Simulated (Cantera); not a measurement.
Input: 1 mol Si, 0.55 mol Cl2, 4.5 mol H2, equilibrated at 1048.15 K.

Equilibrium computed with Cantera from the NASA thermochemical tables; the gas is ideal and each condensed phase is pure. Candidate condensed phases: Si; 19 gas species. The tables' values for SiCl3 are old estimates; treat these amounts as uncertain. Gases not in the tables: Si2H6 and higher silanes. The numbers say what is thermodynamically allowed, not how fast it happens.

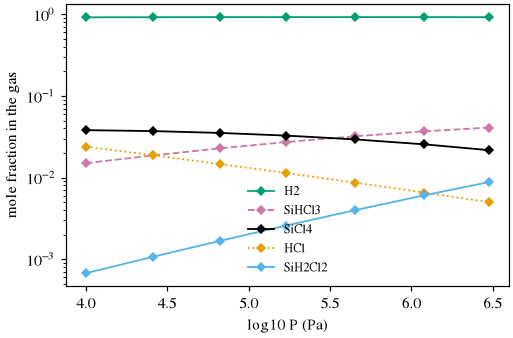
Figure: Equilibrium gas composition (values under 1e-9 drawn at 1e-9)

Problem. Read off the mole fractions at 170000 Pa.

Solution. H2 about 0.93, SiCl4 about 0.033, SiHCl3 about 0.027, HCl about 0.011, SiH2Cl2 about 0.0026.
